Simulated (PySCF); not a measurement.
# Geometry relaxation, with input and output: SiH4O4F (charge −1)

The run: geometry relaxation of SiH4O4F, charge −1, SMILES O[Si-](O)(O)(O)F. Method and program: PBE0-D3(BJ)/ma-def2-SVP geometry optimisation, gas phase (PySCF 2.14.0).

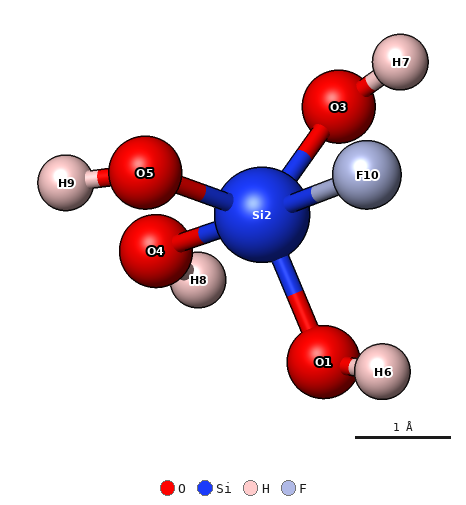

Fig. 1: The structure as given in the input (ball-and-stick view, seen at a tilt; atoms are numbered from 1 in the order of the input). Bond lengths as drawn: F–Si 1.81 Å, H–O 0.95 Å and O–Si 1.67 to 1.72 Å.

Results in brief:

| quantity | value |
| --- | --- |
| outcome | converged |
| total energy | −692.028812 hartree |
| point group | Cs |
| hardware | 1 CPU thread, shared host |
| wall time | 14 s |
| peak memory | 0.53 GiB |

Input:
```
{"job": {"xc": "PBE0", "basis": "ma-def2-SVP", "d3": "d3bj", "grid": 1, "kind": "geom"}, "charge": -1, "multiplicity": 1}
O     -0.220610     0.946129    -1.368368
Si     0.155129     0.189664     0.084116
O     -1.085681     0.066778     1.210375
O     -0.136197    -1.385472    -0.550876
O      1.728449    -0.198865     0.481480
H     -0.038935     1.880708    -1.322782
H     -1.083035     0.813751     1.802497
H     -1.025158    -1.476699    -0.878412
H      1.902158    -1.101409     0.232262
F      0.541536     1.816729     0.767768
```

The first line tells a small driver script what to run in PySCF; the rest is the geometry in Å.

Run as:
```bash
OMP_NUM_THREADS=1 python <driver script> task.json out
```

What the program printed:
```
step   0  E = -692.02522033  max force = 0.017938
step   1  E = -692.02844443  max force = 0.009709
step   2  E = -692.02865707  max force = 0.005699
step   3  E = -692.02880691  max force = 0.000850
step   4  E = -692.02881246  max force = 0.000250
optimisation converged
```

Trajectory as extended XYZ (Å, eV, eV/Å), 5 frames, from step=0 to step=4:
```
10
Properties=species:S:1:pos:R:3:forces:R:3 step=0 energy=-18830.96541
O    -0.2206    0.9461   -1.3684   -0.2460  -0.0679  -0.9078
Si    0.1551    0.1897    0.0841    0.2086   0.9224   0.3841
O    -1.0857    0.0668    1.2104   -0.6729  -0.5148   0.4080
O    -0.1362   -1.3855   -0.5509    0.3171  -0.6043  -0.0982
O     1.7285   -0.1989    0.4815    0.8798   0.0055   0.2929
H    -0.0389    1.8807   -1.3228    0.0558   0.3737   0.2142
H    -1.0830    0.8137    1.8025    0.0913   0.4117   0.1002
H    -1.0252   -1.4767   -0.8784   -0.3726  -0.0131  -0.1307
H     1.9022   -1.1014    0.2323   -0.0120  -0.4802  -0.1690
F     0.5415    1.8167    0.7678   -0.2491  -0.0331  -0.0937
10
Properties=species:S:1:pos:R:3:forces:R:3 step=1 energy=-18831.05314
O    -0.2179    0.9577   -1.3972    0.0309  -0.0392   0.0813
Si    0.1825    0.2144    0.1031   -0.1072  -0.4992  -0.2062
O    -1.0862    0.0552    1.2551    0.0833   0.0091  -0.0457
O    -0.1071   -1.3986   -0.5416   -0.0103   0.0913   0.0298
O     1.7879   -0.2377    0.4783   -0.1342   0.1258  -0.0078
H    -0.1021    1.9059   -1.2824   -0.0129  -0.0396   0.0113
H    -1.1016    0.8668    1.7717    0.0020  -0.0251  -0.0379
H    -1.0070   -1.4728   -0.8683    0.0339   0.0168   0.0148
H     1.8772   -1.1533    0.1955   -0.0483   0.0107  -0.0141
F     0.5034    1.8022    0.7470    0.1628   0.3495   0.1745
10
Properties=species:S:1:pos:R:3:forces:R:3 step=2 energy=-18831.05892
O    -0.2255    0.9542   -1.3891    0.0157  -0.0133   0.1058
Si    0.1802    0.1967    0.0963    0.0308   0.1812   0.0698
O    -1.0736    0.0541    1.2585    0.0806   0.0468  -0.0582
O    -0.1092   -1.4116   -0.5449   -0.0326   0.0542   0.0107
O     1.7853   -0.2360    0.4670   -0.0878   0.0139  -0.0285
H    -0.1213    1.9010   -1.2511    0.0060  -0.0202   0.0043
H    -1.0839    0.8799    1.7526    0.0124  -0.0153  -0.0110
H    -1.0091   -1.4838   -0.8723    0.0366   0.0039   0.0121
H     1.8711   -1.1522    0.1812   -0.0029   0.0419   0.0123
F     0.5195    1.8339    0.7602   -0.0588  -0.2931  -0.1175
10
Properties=species:S:1:pos:R:3:forces:R:3 step=3 energy=-18831.06300
O    -0.2366    0.9543   -1.3834   -0.0133   0.0019  -0.0086
Si    0.1802    0.1994    0.0970    0.0150   0.0437   0.0162
O    -1.0659    0.0592    1.2633   -0.0051  -0.0007   0.0108
O    -0.1169   -1.4058   -0.5416   -0.0005  -0.0120  -0.0008
O     1.7836   -0.2367    0.4572    0.0191  -0.0221  -0.0080
H    -0.1272    1.9006   -1.2514    0.0042   0.0006   0.0026
H    -1.0700    0.8809    1.7631    0.0055   0.0013  -0.0001
H    -1.0163   -1.4757   -0.8685   -0.0035   0.0030  -0.0019
H     1.8700   -1.1519    0.1716    0.0001   0.0006   0.0004
F     0.5322    1.8153    0.7518   -0.0215  -0.0163  -0.0107
10
Properties=species:S:1:pos:R:3:forces:R:3 step=4 energy=-18831.06315
O    -0.2504    0.9527   -1.3812   -0.0098  -0.0005  -0.0049
Si    0.1807    0.2005    0.0972    0.0014  -0.0104  -0.0064
O    -1.0536    0.0604    1.2764    0.0010  -0.0007   0.0096
O    -0.1237   -1.4054   -0.5382   -0.0009  -0.0044   0.0019
O     1.7871   -0.2388    0.4432    0.0056   0.0019  -0.0051
H    -0.1385    1.8991   -1.2516    0.0004   0.0019  -0.0005
H    -1.0505    0.8814    1.7773    0.0004   0.0009   0.0004
H    -1.0236   -1.4711   -0.8647   -0.0022   0.0016  -0.0020
H     1.8688   -1.1542    0.1570   -0.0017  -0.0031  -0.0013
F     0.5363    1.8153    0.7441    0.0058   0.0129   0.0083
```

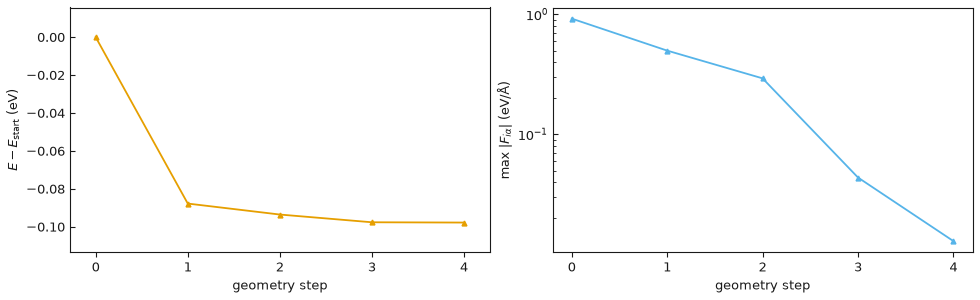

Fig. 2: Progress of the relaxation, step by step (steps are counted from 0).

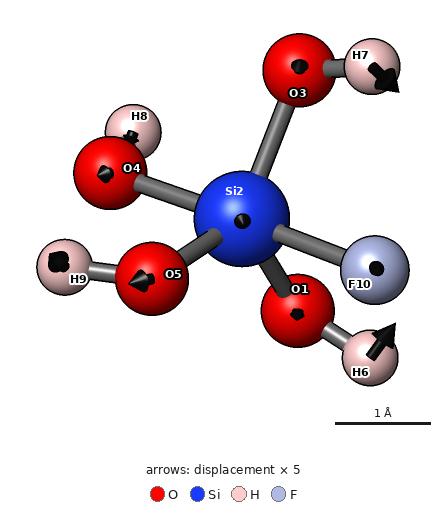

Fig. 3: The starting structure with the displacements as black arrows, magnified 5 times (ball-and-stick view, seen at a tilt). The two geometries are laid on each other by the best rigid fit. The energy falls by 0.098 eV in 4 geometry steps. The largest force component goes from 0.92 to 0.013 eV/Å. The atom that moves furthest after the best rigid fit is H6 (0.093 Å). By element the largest moves are H 0.093 Å, O 0.061 Å, Si 0.032 Å, F 0.029 Å. Among the contacts that change: O1–Si2 1.680 → 1.714 Å, Si2–O5 1.669 → 1.701 Å, Si2–F10 1.807 → 1.775 Å, Si2–O4 1.723 → 1.754 Å. Among the angles that change: Si2–O3–H7 110.9° → 106.6°, Si2–O5–H9 109.3° → 105.4°, O5–Si2–F10 85.3° → 88.4°. (Atoms are counted from 1 in the order of the input.)
